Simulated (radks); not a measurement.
# Atomic calculation, with input and output: Ba

The neutral barium atom in the configuration [Xe] 6s2. It sits in a hard spherical wall of radius 3.5 bohr. Computed at this level: scalar-relativistic Kohn-Sham, PBE, spin-polarised, spherical densities, finite nucleus (the in-house radial solver radks).

Key numbers:

| quantity | value |
| --- | --- |
| outcome | converged |
| total energy | −8132.5642 hartree |
| kinetic energy | 8597.3993 hartree |
| electron–nucleus energy | −19726.0119 hartree |
| Hartree energy | 3194.4279 hartree |
| exchange–correlation energy | −198.379498 hartree |
| radius at density 0.001 e/bohr³ | 3.36 bohr |
| pressure on the wall | 683 GPa |
| SCF iterations | 13 |
| hardware | 1 CPU thread, shared host |

Input:
```
Z 56
configuration [Xe] 6s2 5d0 6p0 7s0
relativity scalar-relativistic
functional pbe,pbe
spin polarised
nucleus finite rms 4.8378 fm
wall 3.5 bohr
c 137.035999084
```

Energies in input and log are in hartree, lengths in bohr (the nuclear radius in fm).

Log:
```
1s      1   1.0000       -1368.42773242
2s      1   1.0000        -215.70947754
2p      1   3.0000        -193.36406831
3s      1   1.0000         -44.99311574
3p      1   3.0000         -37.82876608
3d      1   5.0000         -27.42050008
4s      1   1.0000          -8.30824151
4p      1   3.0000          -6.00208026
4d      1   5.0000          -2.65802178
5s      1   1.0000          -0.72048714
5p      1   3.0000          -0.16918391
6s      1   1.0000           1.22474157
5d      1   0.0000           0.61760111
6p      1   0.0000           1.70085068
7s      1   0.0000           4.13899641
1s      2   1.0000       -1368.42773242
2s      2   1.0000        -215.70947754
2p      2   3.0000        -193.36406831
3s      2   1.0000         -44.99311574
3p      2   3.0000         -37.82876608
3d      2   5.0000         -27.42050008
4s      2   1.0000          -8.30824151
4p      2   3.0000          -6.00208026
4d      2   5.0000          -2.65802178
5s      2   1.0000          -0.72048714
5p      2   3.0000          -0.16918391
6s      2   1.0000           1.22474157
5d      2   0.0000           0.61760111
6p      2   0.0000           1.70085068
7s      2   0.0000           4.13899641
Etot -8132.564220233604
Ekin 8597.399252296904
Encl -19726.011902645812
Eh 3194.427927690912
Exc -198.37949757560764
err 1.096701573939055e-08
it 13
```

Orbitals:

| orbital | occupation | energy (eV) | ⟨r⟩ (bohr) | outer maximum (bohr) |
| --- | --- | --- | --- | --- |
| 1s up | 1 | −37236.8 | 0.02558 | 0.0164 |
| 1s down | 1 | −37236.8 | 0.02558 | 0.0164 |
| 2s up | 1 | −5869.8 | 0.1098 | 0.0929 |
| 2s down | 1 | −5869.8 | 0.1098 | 0.0929 |
| 2p down | 3 | −5261.7 | 0.09619 | 0.0746 |
| 2p up | 3 | −5261.7 | 0.09619 | 0.0746 |
| 3s up | 1 | −1224.3 | 0.2920 | 0.266 |
| 3s down | 1 | −1224.3 | 0.2920 | 0.266 |
| 3p down | 3 | −1029.4 | 0.2900 | 0.261 |
| 3p up | 3 | −1029.4 | 0.2900 | 0.261 |
| 3d up | 5 | −746.150 | 0.2667 | 0.215 |
| 3d down | 5 | −746.150 | 0.2667 | 0.215 |
| 4s up | 1 | −226.079 | 0.6750 | 0.625 |
| 4s down | 1 | −226.079 | 0.6750 | 0.625 |
| 4p up | 3 | −163.325 | 0.7174 | 0.654 |
| 4p down | 3 | −163.325 | 0.7174 | 0.654 |
| 4d down | 5 | −72.328 | 0.8064 | 0.697 |
| 4d up | 5 | −72.328 | 0.8064 | 0.697 |
| 5s up | 1 | −19.605 | 1.637 | 1.49 |
| 5s down | 1 | −19.605 | 1.637 | 1.49 |
| 5p down | 3 | −4.604 | 1.812 | 1.70 |
| 5p up | 3 | −4.604 | 1.812 | 1.70 |
| 5d down | 0 | 16.806 | 2.055 | 2.10 |
| 5d up | 0 | 16.806 | 2.055 | 2.10 |
| 6s up | 1 | 33.327 | 2.168 | 2.61 |
| 6s down | 1 | 33.327 | 2.168 | 2.61 |
| 6p up | 0 | 46.283 | 2.123 | 2.69 |
| 6p down | 0 | 46.283 | 2.123 | 2.69 |
| 7s up | 0 | 112.628 | 2.068 | 2.97 |
| 7s down | 0 | 112.628 | 2.068 | 2.97 |

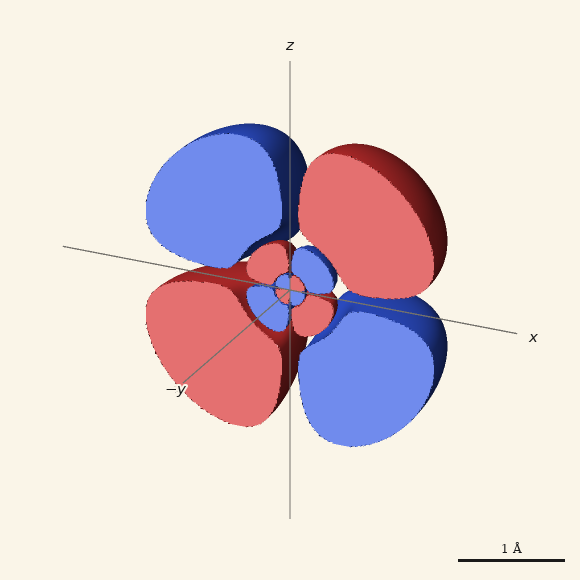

Figure 1. The 5d(xz) orbital. The surface of constant |ψ| that holds about 95 % of the electron is drawn, red where ψ is positive and blue where it is negative, with the half in front of the xz plane cut away and the cut face painted. The radial function comes from the spherical calculation and is multiplied by a real spherical harmonic; the overall sign is chosen so that the largest lobe of P(r) is positive; at the scalar-relativistic level it is the large component. It has the nodal planes xy and yz and 2 radial nodes, at r = 0.315 and 0.996 bohr. The outermost maximum of P² lies at 2.10 bohr, ⟨r⟩ = 2.05 bohr, 90 % of the charge lies within 2.77 bohr, and the eigenvalue is 16.8 eV (the orbital is empty).

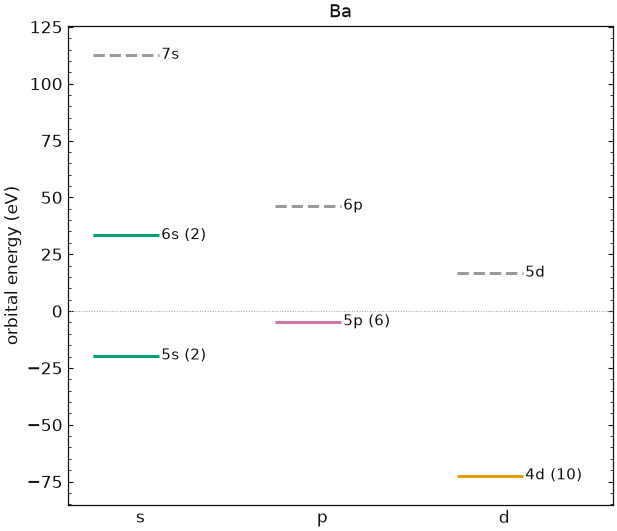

Figure 2. The outer levels are drawn by angular momentum (occupations in brackets, empty levels dashed). The highest occupied level is 6s at 33.3 eV. The highest 3 occupied levels, from the top down, are 6s (33.3 eV), 5p (−4.60 eV), 5s (−19.6 eV). The wall pushes the highest level above zero, where only the wall holds the electron in. The order isn't aufbau: the empty 5d level lies under the highest occupied one.
